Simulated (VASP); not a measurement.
Band structure of TlBiTe₂ (space group P4/mmm). Method: PBEsol GGA with spin-orbit coupling, VASP's PBE PAW potentials (set 64) (plane waves; VASP 6.6.1).

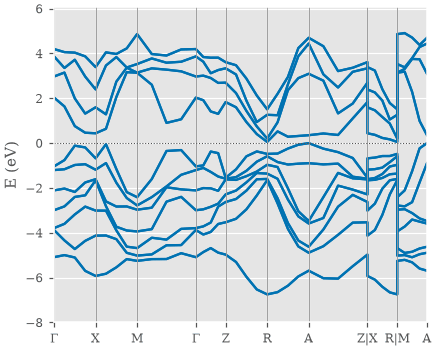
Fig. 1. Bands along high-symmetry lines, zero at the valence-band maximum or, without a gap, the Fermi level

Read the plot: is there a gap, and where are the band edges?

The gap is indirect, 0.05 eV, from the valence maximum at A to the conduction minimum at R.

The structure comes from a computed database's TlBiTe2 entry (P4/mmm); how it stands against other phases isn't given here. It was relaxed first, which changed the volume by -5 %.
